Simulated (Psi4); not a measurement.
# CH2GeN (SMILES N#[C][GeH2]) at 5 levels

Aim: a comparison of 5 runs (UHF/def2-SVPD, U-wB97M-V/def2-SVPD, U-wB97X/def2-SVPD, UHSE06/def2-SVPD, UMP2/def2-SVPD) of CH2GeN. 

Program for the calculation: Psi4 1.11.

1 further run of the same task is left out (set aside as unsound or not needed).

## 1. Starting point

CH2GeN has 5 atoms, charge 0, and is taken as a doublet. SMILES: `N#[C][GeH2]`. The Ge3–H4 distance was set to 2.301 Å, away from the relaxed value. At this shape a bond of the SMILES string is far longer than usual.

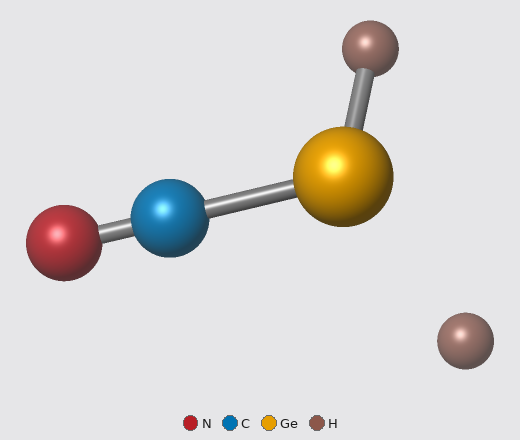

The structure, seen from a chosen angle (nitrogen red, carbon blue, germanium amber, hydrogen brown).

## 2. Energy and gradient at UHF/def2-SVPD (run 1)

job.py reads:

```python
import psi4

psi4.set_memory(2200000000)
psi4.set_num_threads(1)
psi4.core.set_output_file('ch2gen.out', False)

mol = psi4.geometry("""
0 2
N      2.262210    -0.659595     1.271100
C      1.509910    -0.166195     0.548300
Ge     0.355610     0.611105    -0.762200
H     -1.658900    -0.498000    -0.695900
H      0.267210     2.118105    -0.491000
symmetry c1
no_reorient
no_com
""")

psi4.set_options({
    'reference': 'uhf',
    'puream': True,
    'e_convergence': 1e-09,
    'd_convergence': 1e-08,
    'scf_type': 'pk',
    'maxiter': 100,
})

result = psi4.gradient('scf/def2-SVPD')
print('gradient / Eh bohr^-1')
print(result.np.round(6))
```

Command:

```
$ python job.py
```

ch2gen.out:

```text
[...]
  Running in c1 symmetry.
[...]
  Nuclear repulsion =  133.537571264364260
[...]
  Multiplicity = 2
[...]
  Nalpha       = 24
  Nbeta        = 23
[...]
    Number of basis functions: 94
[...]
   @UHF iter   1: -2167.15848951276348   -3.78741e+00   2.27003e-02 DIIS/ADIIS
[...]
   @UHF iter  28: -2168.39076437943459   -7.73070e-12   8.80422e-09 DIIS
[...]
   @S^2 Observed:                8.535833035E-01
[...]
    Orbital Energies [Eh]
    ---------------------
    Alpha Occupied:
       1A   -405.282200     2A    -52.205791     3A    -46.308453
       4A    -46.306697     5A    -46.305568     6A    -15.605501
       7A    -11.276668     8A     -7.263247     9A     -5.243338
      10A     -5.238799    11A     -5.236467    12A     -1.713536
      13A     -1.711233    14A     -1.710232    15A     -1.708617
      16A     -1.707476    17A     -1.232579    18A     -0.813805
      19A     -0.621320    20A     -0.561079    21A     -0.517954
      22A     -0.510549    23A     -0.440501    24A     -0.352990
    Alpha Virtual:
      25A      0.013080    26A      0.078464    27A      0.090048
[...]
  @UHF Final Energy: -2168.39076437943459
   => Energetics <=
    Nuclear Repulsion Energy =            133.5375712643642601
    One-Electron Energy =               -3284.6871204974609100
    Two-Electron Energy =                 982.7587848536625188
    Total Energy =                      -2168.3907643794345859
  UHF NO Occupations:
  HONO-2 :   22  A 1.9842657
  HONO-1 :   23  A 1.9727124
[...]
 Multipole Moments:
 ------------------------------------------------------------------------------------
     Multipole            Electronic (a.u.)      Nuclear  (a.u.)        Total (a.u.)
 ------------------------------------------------------------------------------------
 L = 1.  Multiply by 2.5417464519 to convert [e a0] to [Debye]
 Dipole X            :        -66.4454620           65.9188629           -0.5265991
 Dipole Y            :        -28.5498495           29.4062739            0.8564244
 Dipole Z            :         24.3327074          -25.3030549           -0.9703475
 Magnitude           :                                                    1.3972629
[...]
  -Total Gradient:
     Atom            X                  Y                   Z
    ------   -----------------  -----------------  -----------------
       1        0.022911349696    -0.015432204673     0.022461818074
       2       -0.024456909786     0.019623116939    -0.026925287446
       3        0.056010226097     0.026087985793     0.004068388242
       4       -0.058188668144    -0.033301199111     0.000012447170
       5        0.003724002093     0.003022301107     0.000382633788
[...]
```

The script printed:

```text
gradient / Eh bohr^-1
[[ 2.2911e-02 -1.5432e-02  2.2462e-02]
 [-2.4457e-02  1.9623e-02 -2.6925e-02]
 [ 5.6010e-02  2.6088e-02  4.0680e-03]
 [-5.8189e-02 -3.3301e-02  1.2000e-05]
 [ 3.7240e-03  3.0220e-03  3.8300e-04]]
```

It took 18 s on 1 thread of Intel Xeon at 2.50GHz (Skylake/Cascade Lake), shared host; peak memory 0.35 GiB.

## 3. The energy at U-wB97M-V/def2-SVPD (run 2)

job.inp reads:

```
memory 2200 MB

molecule {
  0 2
  N      2.262210    -0.659595     1.271100
  C      1.509910    -0.166195     0.548300
  Ge     0.355610     0.611105    -0.762200
  H     -1.658900    -0.498000    -0.695900
  H      0.267210     2.118105    -0.491000
  symmetry c1
  no_reorient
  no_com
}

set basis def2-SVPD
set reference uks
set puream true
set e_convergence 1e-09
set d_convergence 1e-08
set scf_type pk
set dft_radial_points 99
set dft_spherical_points 590
set maxiter 100

E, wfn = energy('wb97m-v', return_wfn=True)
```

Command:

```
$ psi4 -n 1 job.inp job.out
```

job.out:

```text
[...]
  Running in c1 symmetry.
[...]
  Nuclear repulsion =  133.537571264364260
[...]
  Multiplicity = 2
[...]
  Nalpha       = 24
  Nbeta        = 23
[...]
    Number of basis functions: 94
[...]
   @UKS iter   1: -2168.99363358499522   -2.79599e+00   2.52555e-02 DIIS/ADIIS
[...]
   @UKS iter  20: -2170.45141347736944   -3.63798e-12   4.76504e-09 DIIS
[...]
   @S^2 Observed:                7.944856963E-01
[...]
    Orbital Energies [Eh]
    ---------------------
    Alpha Occupied:
       1A   -399.369308     2A    -50.115300     3A    -44.535672
       4A    -44.533797     5A    -44.533163     6A    -14.542510
       7A    -10.399796     8A     -6.460956     9A     -4.601348
      10A     -4.596573    11A     -4.594071    12A     -1.394401
      13A     -1.392449    14A     -1.390340    15A     -1.389183
      16A     -1.386869    17A     -1.036616    18A     -0.730638
      19A     -0.550034    20A     -0.487208    21A     -0.475170
      22A     -0.471447    23A     -0.419457    24A     -0.341664
    Alpha Virtual:
      25A     -0.037498    26A      0.046335    27A      0.059494
[...]
  @UKS Final Energy: -2170.45141347736944
   => Energetics <=
    Nuclear Repulsion Energy =            133.5375712643642601
    One-Electron Energy =               -3284.4134967664240321
    Two-Electron Energy =                1052.2954431959260546
    DFT Exchange-Correlation Energy =     -72.0660756756875855
    Empirical Dispersion Energy =           0.0000000000000000
    VV10 Nonlocal Energy =                  0.1951445044516054
    Total Energy =                      -2170.4514134773694423
[...]
 Multipole Moments:
 ------------------------------------------------------------------------------------
     Multipole            Electronic (a.u.)      Nuclear  (a.u.)        Total (a.u.)
 ------------------------------------------------------------------------------------
 L = 1.  Multiply by 2.5417464519 to convert [e a0] to [Debye]
 Dipole X            :        -66.5240867           65.9188629           -0.6052238
 Dipole Y            :        -28.6165276           29.4062739            0.7897463
 Dipole Z            :         24.4259172          -25.3030549           -0.8771376
 Magnitude           :                                                    1.3264108
[...]
```

Wall time 4.7 min (1 thread of Intel Xeon at 2.50GHz (Skylake/Cascade Lake), shared host); peak memory 1.2 GiB.

Runs 3 to 4 aren't shown in full; the table further down has their settings and results.

## 4. The energy at UMP2/def2-SVPD (run 5)

ch2gen.xyz reads:

```xyz
5
CH2GeN
N      2.262210    -0.659595     1.271100
C      1.509910    -0.166195     0.548300
Ge     0.355610     0.611105    -0.762200
H     -1.658900    -0.498000    -0.695900
H      0.267210     2.118105    -0.491000
```

calc.py reads:

```python
import psi4

psi4.set_memory('2200 MB')
psi4.set_num_threads(1)
psi4.set_output_file('psi4.out', False)

with open('ch2gen.xyz') as f:
    atoms = ''.join(f.readlines()[2:])
molecule = psi4.geometry('0 2\n' + atoms + 'symmetry c1\nno_reorient\nno_com')

psi4.set_options({
    'basis': 'def2-SVPD',
    'reference': 'uhf',
    'puream': True,
    'e_convergence': 1e-09,
    'd_convergence': 1e-08,
    'scf_type': 'pk',
    'num_frozen_docc': 11,
    'mp2_type': 'conv',
    'maxiter': 100,
})

e_tot, wfn = psi4.energy("mp2", molecule=molecule, return_wfn=True)
print('E =', round(e_tot, 9))
for k, v in sorted(psi4.core.scalar_variables().items()):
    print(f'{k:45s} {v:18.10f}')
```

Command:

```
$ python calc.py
```

psi4.out:

```text
[...]
  Running in c1 symmetry.
[...]
  Nuclear repulsion =  133.537571264364260
[...]
  Multiplicity = 2
[...]
  Nalpha       = 24
  Nbeta        = 23
[...]
    Number of basis functions: 94
[...]
   @UHF iter   1: -2167.15848951276348   -3.78741e+00   2.27003e-02 DIIS/ADIIS
[...]
   @UHF iter  28: -2168.39076437943459   -7.73070e-12   8.80422e-09 DIIS
[...]
   @S^2 Observed:                8.535833035E-01
[...]
    Orbital Energies [Eh]
    ---------------------
    Alpha Occupied:
       1A   -405.282200     2A    -52.205791     3A    -46.308453
       4A    -46.306697     5A    -46.305568     6A    -15.605501
       7A    -11.276668     8A     -7.263247     9A     -5.243338
      10A     -5.238799    11A     -5.236467    12A     -1.713536
      13A     -1.711233    14A     -1.710232    15A     -1.708617
      16A     -1.707476    17A     -1.232579    18A     -0.813805
      19A     -0.621320    20A     -0.561079    21A     -0.517954
      22A     -0.510549    23A     -0.440501    24A     -0.352990
    Alpha Virtual:
      25A      0.013080    26A      0.078464    27A      0.090048
[...]
  @UHF Final Energy: -2168.39076437943459
   => Energetics <=
    Nuclear Repulsion Energy =            133.5375712643642601
    One-Electron Energy =               -3284.6871204974609100
    Two-Electron Energy =                 982.7587848536625188
    Total Energy =                      -2168.3907643794345859
  UHF NO Occupations:
  HONO-2 :   22  A 1.9842657
  HONO-1 :   23  A 1.9727124
[...]
 Multipole Moments:
 ------------------------------------------------------------------------------------
     Multipole            Electronic (a.u.)      Nuclear  (a.u.)        Total (a.u.)
 ------------------------------------------------------------------------------------
 L = 1.  Multiply by 2.5417464519 to convert [e a0] to [Debye]
 Dipole X            :        -66.4454620           65.9188629           -0.5265991
 Dipole Y            :        -28.5498495           29.4062739            0.8564244
 Dipole Z            :         24.3327074          -25.3030549           -0.9703475
 Magnitude           :                                                    1.3972629
[...]
	SCS-MP2 Total Energy (a.u.)        : -2168.87486724086011
	SOS-MP2 Total Energy (a.u.)        : -2168.82813510704636
	SCSN-MP2 Total Energy (a.u.)       : -2168.63751004597179
[...]
	SOS-PI-MP2 Total Energy (a.u.)     : -2168.90103022831499
[...]
	MP2 Total Energy (a.u.)            : -2168.89543638721898
[...]
```

Standard output:

```text
E = -2168.895436387
CURRENT CORRELATION ENERGY                         -0.5046720078
CURRENT ENERGY                                  -2168.8954363872
CURRENT REFERENCE ENERGY                        -2168.3907643794
DD SOLVATION ENERGY                                 0.0000000000
HF KINETIC ENERGY                                2167.4910091489
HF POTENTIAL ENERGY                             -4335.8817735283
HF TOTAL ENERGY                                 -2168.3907643794
HF VIRIAL RATIO                                     2.0004151137
MP2 CORRELATION ENERGY                             -0.5046720078
MP2 DOUBLES ENERGY                                 -0.5046720078
MP2 OPPOSITE-SPIN CORRELATION ENERGY               -0.3644756063
MP2 SAME-SPIN CORRELATION ENERGY                   -0.1401964014
MP2 SINGLES ENERGY                                  0.0000000000
MP2 TOTAL ENERGY                                -2168.8954363872
NUCLEAR REPULSION ENERGY                          133.5375712644
ONE-ELECTRON ENERGY                             -3284.6871204975
PCM POLARIZATION ENERGY                             0.0000000000
PE ENERGY                                           0.0000000000
SCF ITERATION ENERGY                            -2168.3907643794
SCF ITERATIONS                                     28.0000000000
SCF TOTAL ENERGY                                -2168.3907643794
SCS(N)-MP2 CORRELATION ENERGY                      -0.2467456665
SCS(N)-MP2 TOTAL ENERGY                         -2168.6375100460
SCS-MP2 CORRELATION ENERGY                         -0.4841028614
SCS-MP2 TOTAL ENERGY                            -2168.8748672409
SCS-MP2-VDW CORRELATION ENERGY                     -0.5366269768
SCS-MP2-VDW TOTAL ENERGY                        -2168.9273913563
SOS-MP2 CORRELATION ENERGY                         -0.4373707276
SOS-MP2 TOTAL ENERGY                            -2168.8281351070
SOS-PI-MP2 CORRELATION ENERGY                      -0.5102658489
SOS-PI-MP2 TOTAL ENERGY                         -2168.9010302283
TWO-ELECTRON ENERGY                               982.7587848537
```

Run time: 16 s. Hardware: 1 thread of Intel Xeon at 2.50GHz (Skylake/Cascade Lake), shared host; peak memory 0.51 GiB.

## 5. The series

| run | level | task | integration grid | energy (Eh) | dipole moment (D) | HOMO energy (eV) | LUMO energy (eV) | wall time |
| --- | --- | --- | --- | --- | --- | --- | --- | --- |
| 1 | UHF/def2-SVPD | gradient | – | -2168.390764 | 3.55 | -9.61 | -0.63 | 18 s |
| 2 | U-wB97M-V/def2-SVPD | energy | 99 radial × 590 angular | -2170.451413 | 3.37 | -9.30 | -2.35 | 4.7 min |
| 3 | U-wB97X/def2-SVPD | energy | 99 radial × 590 angular | -2170.609374 | 3.35 | -9.46 | -2.60 | 55 s |
| 4 | UHSE06/def2-SVPD | energy | 99 radial × 590 angular | -2170.227742 | 3.31 | -6.97 | -4.59 | 1.9 min |
| 5 | UMP2/def2-SVPD | energy | – | -2168.895436 | – | -9.61 | -0.63 | 16 s |

## 6. What came out

```
                                                         quantity           value
                                              run 5: total energy  -2168.89544 Eh
run 5: HOMO energy (Hartree–Fock orbitals) (highest over α and β)        -9.61 eV
 run 5: LUMO energy (Hartree–Fock orbitals) (lowest over α and β)        -0.63 eV
              run 5: correlation energy (11 core orbitals frozen)      -504.7 mEh
                         run 5: ⟨S²⟩ of the reference determinant           0.854
```

In words: Over runs 1, 2, 3, 4 the dipole moment (its size) runs from 3.31 D (UHSE06/def2-SVPD) to 3.55 D (UHF/def2-SVPD). Totals of different functionals can't be ranked against each other. Spin contamination of the reference: run 1 ⟨S²⟩ = 0.85, run 5 ⟨S²⟩ = 0.85. All runs together took 8.1 min, the longest 4.7 min.
